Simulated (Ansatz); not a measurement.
**CAM-B3LYP/STO-3G run of CH2FN (SMILES [H]/N=C/F)**

What is the electronic atomisation energy of CH2FN at CAM-B3LYP/STO-3G? 

The calculation is run with Ansatz 0.2.0.

65 further runs of the same task are left out: 65 set aside as unsound or not needed.

## 1. The molecule

CH2FN: 5 atoms, total charge 0, spin state singlet. SMILES: `[H]/N=C/F`. The shape is that of a PBE0-D4/def2-TZVP optimisation.

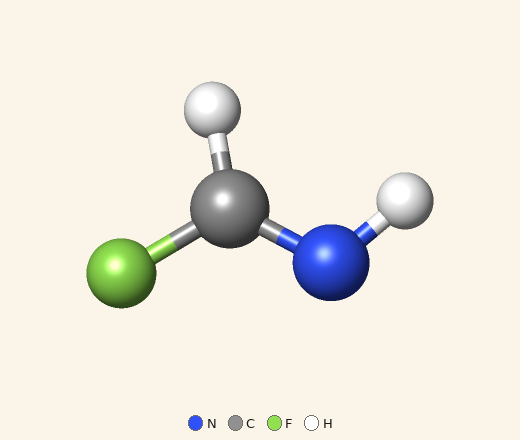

Viewed from a chosen angle; nitrogen blue, carbon grey, fluorine green, hydrogen white.

## 2. The energy at CAM-B3LYP/STO-3G

The input, input.yaml:

```yaml
crystal:
  periodic: [false, false, false]
  atoms:
    - {symbol: "N", position_ang: [-0.719900, -0.454400, -0.439800]}
    - {symbol: C, position_ang: [0.296500, -0.034500, 0.137300]}
    - {symbol: F, position_ang: [1.242400, -0.884800, 0.520800]}
    - {symbol: H, position_ang: [-1.343900, 0.314100, -0.667300]}
    - {symbol: H, position_ang: [0.574800, 0.986000, 0.407600]}
basis:
  gaussian:
    orbitals: STO-3G
hamiltonian:
  xc: {name: CAM-B3LYP}
accuracy: high
```

On the command line:

```bash
$ ansatz run input.yaml --threads 1 --pin off --max-ram 2610MiB --events-out events.jsonl --progress --plain --runs-dir runs
```

The program printed:

```text
Warning: RAYON_NUM_THREADS=1 ignored (pool sized by the plan → 1); use --threads N
Functional definition: CAM-B3LYP
  name "CAM-B3LYP"
  parameter alpha = 0.19
  parameter beta = 0.46
  parameter omega = 0.33/bohr
  parameter ac = 0.81
  exchange = (1 - alpha - beta)*b88_x + beta*b88_x_sr(omega) + alpha*exact_x + beta*exact_x_lr(omega)
  correlation = (1 - ac)*vwn5_c + ac*lyp_c
298 factors; integrals over basis functions are off by at most 1.2e-8 eV
148 factors; integrals over basis functions are off by at most 7.1e-10 eV
mean field evaluation 1: about -5197.4005 eV, gradient 3.0e1 eV
mean field evaluation 2: about -5196.4437 eV, gradient 3.9e1 eV
mean field evaluation 4: about -5200.1821 eV, gradient 1.3e0 eV
mean field evaluation 8: about -5200.1587 eV, gradient 5.8e-3 eV
mean field evaluation 16: about -5200.1587 eV, gradient 1.5e-8 eV
mean field -5200.15867781 eV, -191.1023066153 hartree, gradient 1.5e-8 eV, S^2 0.000000; 0 other end points of the search recorded, 0 dependent functions left out
reference -5200.15868826 eV, -191.1023069993 hartree; 12, 12 occupied and 5, 5 virtual orbitals, 298 factors
Total energy: -5200.15868826 eV, -191.1023069993 hartree
```

Run time: 0.91 s. Hardware: 1 thread of Arm Neoverse V2, shared host.

## 3. The C atom, same level

The input, molecule.yaml:

```yaml
crystal:
  periodic: [false, false, false]
  atoms:
    - {symbol: C, position_ang: [0.000000, 0.000000, 0.000000]}
basis:
  gaussian: {orbitals: STO-3G}
magnetization: {spin_polarized: true, initial_magnetization: 2}
hamiltonian: {xc: {name: CAM-B3LYP}}
accuracy: high
```

Run the same way, it converges to -37.32769 Eh (log not shown).

## 4. The F atom, same level

The input, molecule.yaml:

```yaml
crystal:
  periodic: [false, false, false]
  atoms:
    - {symbol: F, position_ang: [0.000000, 0.000000, 0.000000]}
basis:
  gaussian:
    orbitals: STO-3G
total_charge: 0
magnetization:
  spin_polarized: true
  initial_magnetization: 1
hamiltonian:
  xc: {name: CAM-B3LYP}
accuracy: high
```

Run the same way, it converges to -98.23985 Eh (log not shown).

## 5. The H atom at the same level

The input, job.yaml:

```yaml
basis:
  gaussian:
    orbitals: STO-3G
crystal:
  periodic: [false, false, false]
  atoms:
    - {symbol: H, position_ang: [0.000000, 0.000000, 0.000000]}
total_charge: 0
magnetization:
  spin_polarized: true
  initial_magnetization: 1
hamiltonian:
  xc: {name: CAM-B3LYP}
accuracy: high
```

Run the same way, it converges to -0.46260 Eh (log not shown).

## 6. The N atom

The input, molecule.yaml:

```yaml
crystal:
  periodic: [false, false, false]
  atoms:
    - symbol: N
      position_ang: [0.000000, 0.000000, 0.000000]
basis:
  gaussian: {orbitals: STO-3G}
magnetization: {spin_polarized: true, initial_magnetization: 3}
hamiltonian: {xc: {name: CAM-B3LYP}}
accuracy: high
```

Run the same way, it converges to -53.86224 Eh (log not shown).

## 7. Results

At CAM-B3LYP/STO-3G:

```
                     quantity          value
       molecule: total energy  -191.10231 Eh
         C atom: total energy   -37.32769 Eh
                 C atom: ⟨S²⟩          2.000
         F atom: total energy   -98.23985 Eh
                 F atom: ⟨S²⟩          0.750
         H atom: total energy    -0.46260 Eh
                 H atom: ⟨S²⟩          0.750
         N atom: total energy   -53.86224 Eh
                 N atom: ⟨S²⟩          3.750
electronic atomisation energy      20.336 eV
```

What this shows: Taking the molecule apart into free atoms costs 20.34 eV (1962 kJ/mol), before zero-point energy and without spin-orbit coupling. In a minimal basis such a difference can be off by several eV, whatever the method.
